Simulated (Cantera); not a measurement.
Input: 1 mol B, 0.39 mol NH3, 5.2 mol N2, equilibrated at 160 Pa.

Equilibrium computed with Cantera from the NASA thermochemical tables; the gas is ideal and each condensed phase is pure. Candidate condensed phases: B, BN; 15 gas species. The tables' values for BH2 are old estimates; treat these amounts as uncertain. Equilibrium is a limit: real reactors are often held back by kinetics, nucleation or transport.

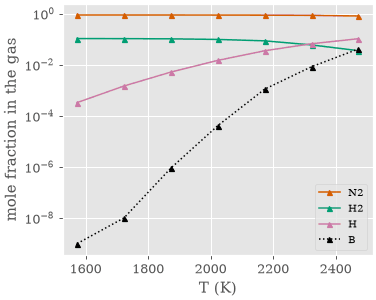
Figure. Equilibrium gas composition (values under 1e-9 drawn at 1e-9)

From 1573 K to 2173 K the condensed part is BN(s). At 2323 K the condensed part is B(s). At 2473 K the condensed part is B(l).
